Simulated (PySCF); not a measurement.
## Geometry relaxation, with input and output: CBr (charge +1) (part 1 of 2)

CBr, charge +1, computed with RKS-m062x/crenbl, optimize (PySCF 2.14.0).

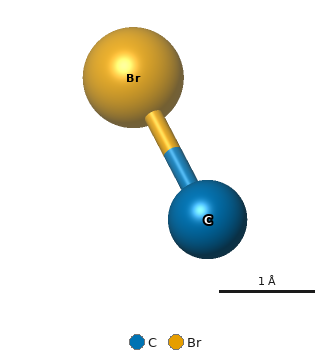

*The starting structure (ball-and-stick view, seen at an oblique angle).*

### Input file
```python
from pyscf import gto, dft
from pyscf.geomopt.geometric_solver import optimize

mol = gto.M(
    atom='C 0 0 0; Br 0 0 1.925',
    basis='crenbl',
    ecp={'C': 'crenbl', 'Br': 'crenbl'},
    charge=1,
    spin=0,
    verbose=4,
)
mf = dft.RKS(mol, xc='m062x')
mf.kernel()
g = mf.nuc_grad_method()
g.grid_response = True
mol_eq = optimize(g.as_scanner(), maxsteps=30)
print('optimised geometry (angstrom)')
print(mol_eq.tostring('raw'))
print('orbital energies (hartree):', mf.mo_energy[..., max(0, mol.nelec[1]-3):mol.nelec[0]+3].round(4))
```

Command:
```bash
OMP_NUM_THREADS=1 python input.py
```

### Log
```
PySCF version 2.14.0

[INPUT] verbose = 4
[INPUT] num. atoms = 2
[INPUT] num. electrons = 20
[INPUT] charge = 1
[INPUT] spin (= nelec alpha-beta = 2S) = 0
[INPUT] symmetry False subgroup None
[INPUT] Mole.unit = angstrom
[INPUT] Symbol           X                Y                Z      unit          X                Y                Z       unit  Magmom
[INPUT]  1 C      0.000000000000   0.000000000000   0.000000000000 AA    0.000000000000   0.000000000000   0.000000000000 Bohr   0.0
[INPUT]  2 Br     0.000000000000   0.000000000000   1.925000000000 AA    0.000000000000   0.000000000000   3.637722789788 Bohr   0.0

nuclear repulsion = 18.6930131649662
number of shells = 18
number of NR pGTOs = 48
number of NR cGTOs = 48
basis = crenbl
ecp = {'C': 'crenbl', 'Br': 'crenbl'}

******** <class 'pyscf.dft.rks.RKS'> ********
method = RKS
initial guess = minao
damping factor = 0
level_shift factor = 0
DIIS = <class 'pyscf.scf.diis.CDIIS'>
diis_start_cycle = 1
diis_space = 8
diis_damp = 0
SCF conv_tol = 1e-09
SCF conv_tol_grad = None
SCF max_cycles = 50
direct_scf = True
direct_scf_tol = 1e-13
XC library pyscf.dft.libxc version 7.0.0
    S. Lehtola, C. Steigemann, M. J.T. Oliveira, and M. A.L. Marques.,  SoftwareX 7, 1–5 (2018)
XC functionals = m062x
    Y. Zhao and D. G. Truhlar.,  Theor. Chem. Acc. 120, 215 (2008)
    Y. Zhao and D. G. Truhlar.,  Theor. Chem. Acc. 120, 215 (2008)
radial grids:
    Treutler-Ahlrichs [JCP 102, 346 (1995); DOI:10.1063/1.469408] (M4) radial grids

becke partition: Becke, JCP 88, 2547 (1988); DOI:10.1063/1.454033
pruning grids: <function nwchem_prune>
grids dens level: 3
symmetrized grids: False
atomic radii adjust function: <function treutler_atomic_radii_adjust>
small_rho_cutoff = 0
Set gradient conv threshold to 3.16228e-05
Initial guess from minao.
tot grids = 34544
init E= -141.353666496269
  HOMO = -0.401521482157572  LUMO = -0.187868769450828  gap/eV = 5.81379
cycle= 1 E= -160.617204167447  delta_E= -19.3  |g|= 0.928  |ddm|= 5.49
  HOMO = -0.75493368185059  LUMO = -0.549235589808938  gap/eV = 5.59733
cycle= 2 E= -158.558272094574  delta_E= 2.06  |g|= 2.87  |ddm|= 2.08
  HOMO = -0.722738717491349  LUMO = -0.449306517347082  gap/eV = 7.44047
cycle= 3 E= -160.794615423068  delta_E= -2.24  |g|= 0.301  |ddm|= 1.63
  HOMO = -0.693172500718031  LUMO = -0.434601159395139  gap/eV = 7.03608
cycle= 4 E= -160.800884771947  delta_E= -0.00627  |g|= 0.138  |ddm|= 0.244
  HOMO = -0.703148225298326  LUMO = -0.419558495420034  gap/eV = 7.71687
cycle= 5 E= -160.806585966697  delta_E= -0.0057  |g|= 0.0101  |ddm|= 0.0965
  HOMO = -0.701676514808601  LUMO = -0.417072808652262  gap/eV = 7.74446
cycle= 6 E= -160.806620774349  delta_E= -3.48e-05  |g|= 0.000881  |ddm|= 0.00946
  HOMO = -0.701647966335789  LUMO = -0.417190589949297  gap/eV = 7.74048
cycle= 7 E= -160.806621326429  delta_E= -5.52e-07  |g|= 0.000627  |ddm|= 0.00174
  HOMO = -0.70162282080208  LUMO = -0.41722246927482  gap/eV = 7.73893
cycle= 8 E= -160.806621536567  delta_E= -2.1e-07  |g|= 0.000137  |ddm|= 0.000993
  HOMO = -0.701609730262037  LUMO = -0.417217499708862  gap/eV = 7.73871
cycle= 9 E= -160.806621552307  delta_E= -1.57e-08  |g|= 4.45e-06  |ddm|= 0.000394
  HOMO = -0.701609768187148  LUMO = -0.417217749881791  gap/eV = 7.73870
cycle= 10 E= -160.806621552323  delta_E= -1.57e-11  |g|= 7.25e-07  |ddm|= 1.23e-05
  HOMO = -0.701609571211593  LUMO = -0.417217843320604  gap/eV = 7.73869
Extra cycle  E= -160.806621552322  delta_E= 6.25e-13  |g|= 1.62e-06  |ddm|= 2e-06
converged SCF energy = -160.806621552322
Create scanner for <class 'pyscf.grad.rks.Gradients'>
Create scanner for <class 'pyscf.dft.rks.RKS'>
input.py

Current date and time:

#|     Arguments passed to driver run_optimizer():      |#
customengine              <pyscf.geomopt.geometric_solver.PySCFEngine object>
logIni                    [file]
maxiter                   30
----------------------------------------------------------
Custom engine selected.
Bonds will be generated from interatomic distances less than 1.20 times sum of covalent radii
6 internal coordinates being used (instead of 6 Cartesians)
Internal coordinate system (atoms numbered from 1):
Distance 1-2
Translation-X 1-2
Translation-Y 1-2
Translation-Z 1-2
Rotation-A 1-2
Rotation-B 1-2
Rotation-C 1-2
<class 'geometric.internal.Distance'> : 1
<class 'geometric.internal.TranslationX'> : 1
<class 'geometric.internal.TranslationY'> : 1
<class 'geometric.internal.TranslationZ'> : 1
<class 'geometric.internal.RotationA'> : 1
<class 'geometric.internal.RotationB'> : 1
<class 'geometric.internal.RotationC'> : 1
> ===== Optimization Info: ====
> Job type: Energy minimization
> Maximum number of optimization cycles: 30
> Initial / maximum trust radius (Angstrom): 0.100 / 0.300
> Convergence Criteria:
> Will converge when all 5 criteria are reached:
>  |Delta-E| < 1.00e-06
>  RMS-Grad  < 3.00e-04
>  Max-Grad  < 4.50e-04
>  RMS-Disp  < 1.20e-03
>  Max-Disp  < 1.80e-03
> === End Optimization Info ===

Geometry optimization cycle 1
Cartesian coordinates (Angstrom)
 Atom        New coordinates             dX        dY        dZ
   C   0.000000   0.000000   0.000000    0.000000  0.000000  0.000000
  Br   0.000000   0.000000   1.925000    0.000000  0.000000  0.000000

WARN: Mole.unit (angstrom) is changed to Bohr

New geometry
   1 C      0.000000000000   0.000000000000   0.000000000000 AA    0.000000000000   0.000000000000   0.000000000000 Bohr
   2 Br     0.000000000000   0.000000000000   1.925000000000 AA    0.000000000000   0.000000000000   3.637722789788 Bohr

******** <class 'pyscf.scf.hf.RKS_Scanner'> ********
method = RKS_Scanner
initial guess = minao
damping factor = 0
level_shift factor = 0
DIIS = <class 'pyscf.scf.diis.CDIIS'>
diis_start_cycle = 1
diis_space = 8
diis_damp = 0
SCF conv_tol = 1e-09
SCF conv_tol_grad = None
SCF max_cycles = 50
direct_scf = True
direct_scf_tol = 1e-13
XC library pyscf.dft.libxc version 7.0.0
    S. Lehtola, C. Steigemann, M. J.T. Oliveira, and M. A.L. Marques.,  SoftwareX 7, 1–5 (2018)
XC functionals = m062x
    Y. Zhao and D. G. Truhlar.,  Theor. Chem. Acc. 120, 215 (2008)
    Y. Zhao and D. G. Truhlar.,  Theor. Chem. Acc. 120, 215 (2008)
radial grids:
    Treutler-Ahlrichs [JCP 102, 346 (1995); DOI:10.1063/1.469408] (M4) radial grids

becke partition: Becke, JCP 88, 2547 (1988); DOI:10.1063/1.454033
pruning grids: <function nwchem_prune>
grids dens level: 3
symmetrized grids: False
atomic radii adjust function: <function treutler_atomic_radii_adjust>
small_rho_cutoff = 0
Set gradient conv threshold to 3.16228e-05
tot grids = 34544
init E= -160.806621552322
  HOMO = -0.701609828748608  LUMO = -0.417217395534937  gap/eV = 7.73871
cycle= 1 E= -160.806621552317  delta_E= 4.46e-12  |g|= 3.99e-06  |ddm|= 4.35e-06
  HOMO = -0.701609249834848  LUMO = -0.417218550202015  gap/eV = 7.73867
Extra cycle  E= -160.806621552291  delta_E= 2.62e-11  |g|= 9.8e-06  |ddm|= 1.07e-05
converged SCF energy = -160.806621552291

******** <class 'pyscf.grad.rhf.Gradients_Scanner'> for <class 'pyscf.scf.hf.RKS_Scanner'> ********
unit = Eh/Bohr
grid_response = True
--------------- RKS_Scanner gradients ---------------
         x                y                z
0 C     0.0000000000    -0.0000000000    -0.0748927792
1 Br    -0.0000000000     0.0000000000     0.0748927792
----------------------------------------------
cycle 1: E = -160.806621552  dE = -160.807  norm(grad) = 0.105914
Step    0 : Gradient = 7.489e-02/7.489e-02 (rms/max) Energy = -160.8066215523
Hessian Eigenvalues: 5.00000e-02 5.00000e-02 5.00000e-02 ... 5.00000e-02 5.00000e-02 1.83093e-01

Geometry optimization cycle 2
Cartesian coordinates (Angstrom)
 Atom        New coordinates             dX        dY        dZ
   C  -0.000000   0.000000   0.108228   -0.000000  0.000000  0.108228
  Br   0.000000  -0.000000   1.816772    0.000000 -0.000000 -0.108228
New geometry
   1 C     -0.000000000000   0.000000000000   0.108227663705 AA   -0.000000000000   0.000000000000   0.204520643505 Bohr
   2 Br     0.000000000000  -0.000000000000   1.816772336294 AA    0.000000000000  -0.000000000000   3.433202146283 Bohr

******** <class 'pyscf.scf.hf.RKS_Scanner'> ********
method = RKS_Scanner
initial guess = minao
damping factor = 0
level_shift factor = 0
DIIS = <class 'pyscf.scf.diis.CDIIS'>
diis_start_cycle = 1
diis_space = 8
diis_damp = 0
SCF conv_tol = 1e-09
SCF conv_tol_grad = None
SCF max_cycles = 50
direct_scf = True
direct_scf_tol = 1e-13
XC library pyscf.dft.libxc version 7.0.0
    S. Lehtola, C. Steigemann, M. J.T. Oliveira, and M. A.L. Marques.,  SoftwareX 7, 1–5 (2018)
XC functionals = m062x
    Y. Zhao and D. G. Truhlar.,  Theor. Chem. Acc. 120, 215 (2008)
    Y. Zhao and D. G. Truhlar.,  Theor. Chem. Acc. 120, 215 (2008)
radial grids:
    Treutler-Ahlrichs [JCP 102, 346 (1995); DOI:10.1063/1.469408] (M4) radial grids

becke partition: Becke, JCP 88, 2547 (1988); DOI:10.1063/1.454033
pruning grids: <function nwchem_prune>
grids dens level: 3
symmetrized grids: False
atomic radii adjust function: <function treutler_atomic_radii_adjust>
small_rho_cutoff = 0
Set gradient conv threshold to 3.16228e-05
tot grids = 34544
init E= -160.979237115338
  HOMO = -0.672724066797589  LUMO = -0.366062440244756  gap/eV = 8.34469
cycle= 1 E= -160.802814366519  delta_E= 0.176  |g|= 0.248  |ddm|= 0.373
  HOMO = -0.652974427246806  LUMO = -0.353008694911639  gap/eV = 8.16248
cycle= 2 E= -160.769462492056  delta_E= 0.0334  |g|= 0.398  |ddm|= 0.633
  HOMO = -0.698953668484435  LUMO = -0.395782717947296  gap/eV = 8.24970
cycle= 3 E= -160.821523416878  delta_E= -0.0521  |g|= 0.0201  |ddm|= 0.399
  HOMO = -0.695894236000104  LUMO = -0.391242334942689  gap/eV = 8.29000
cycle= 4 E= -160.82160020129  delta_E= -7.68e-05  |g|= 0.00264  |ddm|= 0.0145
  HOMO = -0.695926475447348  LUMO = -0.390964518408921  gap/eV = 8.29844
cycle= 5 E= -160.821602496207  delta_E= -2.29e-06  |g|= 0.000421  |ddm|= 0.00322
  HOMO = -0.695861124494063  LUMO = -0.390882497495134  gap/eV = 8.29889
cycle= 6 E= -160.821602547908  delta_E= -5.17e-08  |g|= 0.000224  |ddm|= 0.000619
  HOMO = -0.695884871025902  LUMO = -0.390900316291748  gap/eV = 8.29905
cycle= 7 E= -160.821602564724  delta_E= -1.68e-08  |g|= 7.53e-05  |ddm|= 0.000283
  HOMO = -0.695897600205822  LUMO = -0.390909714680297  gap/eV = 8.29914
cycle= 8 E= -160.821602566742  delta_E= -2.02e-09  |g|= 7.03e-06  |ddm|= 0.000113
  HOMO = -0.695897293946505  LUMO = -0.390908636567397  gap/eV = 8.29916
cycle= 9 E= -160.82160256676  delta_E= -1.83e-11  |g|= 1.11e-06  |ddm|= 1.26e-05
  HOMO = -0.695897705056375  LUMO = -0.390909000273603  gap/eV = 8.29917
Extra cycle  E= -160.82160256676  delta_E= 4.55e-13  |g|= 1.69e-06  |ddm|= 3.04e-06
converged SCF energy = -160.82160256676

******** <class 'pyscf.grad.rhf.Gradients_Scanner'> for <class 'pyscf.scf.hf.RKS_Scanner'> ********
unit = Eh/Bohr
grid_response = True
--------------- RKS_Scanner gradients ---------------
         x                y                z
0 C    -0.0000000000     0.0000000000     0.0190062534
1 Br     0.0000000000    -0.0000000000    -0.0190062534
----------------------------------------------
cycle 2: E = -160.821602567  dE = -0.014981  norm(grad) = 0.0268789
Step    1 : Displace = 1.082e-01/1.082e-01 (rms/max) Trust = 1.000e-01 (=) Grad = 1.901e-02/1.901e-02 (rms/max) E (change) = -160.8216025668 (-1.498e-02) Quality = 0.978
Hessian Eigenvalues: 5.00000e-02 5.00000e-02 5.00000e-02 ... 5.00000e-02 5.00000e-02 2.29559e-01

Geometry optimization cycle 3
Cartesian coordinates (Angstrom)
 Atom        New coordinates             dX        dY        dZ
   C  -0.000000  -0.000000   0.086321    0.000000 -0.000000 -0.021907
  Br   0.000000   0.000000   1.838679   -0.000000  0.000000  0.021907
New geometry
   1 C     -0.000000000000  -0.000000000000   0.086321129143 AA   -0.000000000000  -0.000000000000   0.163123292844 Bohr
   2 Br     0.000000000000   0.000000000000   1.838678870857 AA    0.000000000000   0.000000000000   3.474599496943 Bohr
```
